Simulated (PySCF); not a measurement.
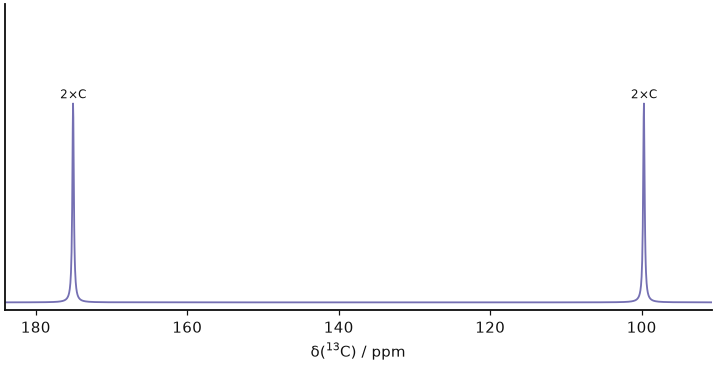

GIAO shifts, PBE0/pcSseg-2, PySCF, at a PBE0-D3(BJ)/def2-SVP geometry (no frequency check), against TMS for ¹³C computed at the same level. Gas phase, fully decoupled, line heights follow the number of nuclei, widths are arbitrary (no quadrupolar broadening); values of one conformer, averaged over methyl-type rotors and exact or near symmetry.

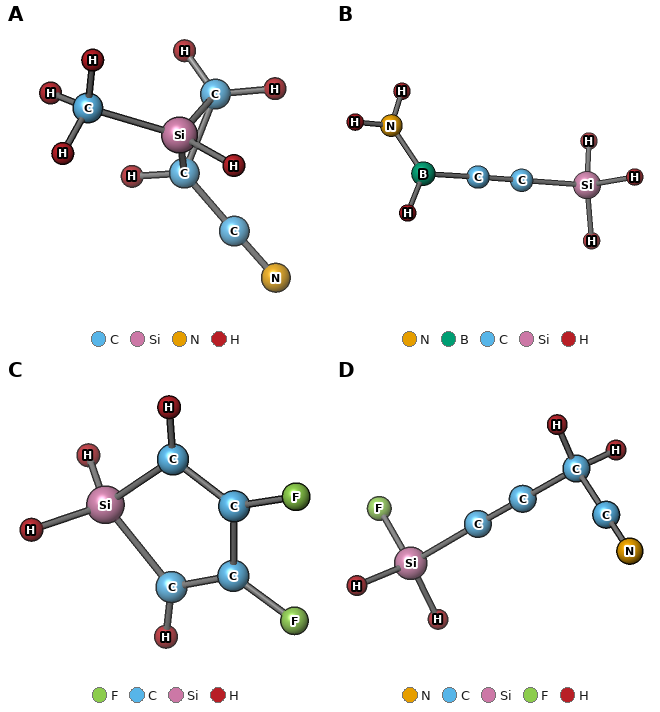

### Which structure fits the spectrum? Choose among the lettered structures.

Structure C, C₄H₄F₂Si, SMILES FC1=C[SiH2]C=C1F. Its ¹³C signals: 175.1 (2 C), 99.7 (2 C) ppm.
